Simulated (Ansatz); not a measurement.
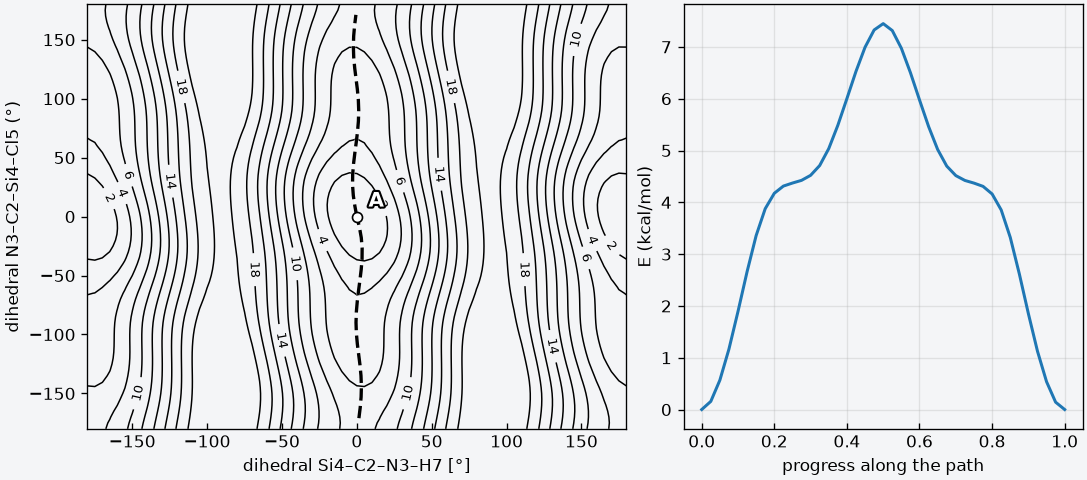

CH5ClN2Si, SMILES N=C(N)[SiH2]Cl. First axis: dihedral Si4–C2–N3–H7. Second axis: dihedral N3–C2–Si4–Cl5. Nothing is relaxed (all other coordinates rigid). The scan uses a 12 × 12 grid. Points are written as (first, second). All energies are given in kcal/mol relative to the relaxed molecule at the same level. Method: Ansatz, RKS PBE0-D4/def2-SVP.

Drawn: contour lines labelled in kcal/mol (none above 20), a line along the lowest path, the energy along the path at the right, the start A. Between grid points the surface is interpolated.

Describe the path and its barrier.

The easiest path leads from the well at (0°, 0°) to its copy one period on. Its highest point lies about 7.4 kcal/mol above the bottom of the first well on the interpolated surface, at (0°, −180°). The start is the relaxed structure and all else is held, so a fully relaxed path at this level can only be lower.
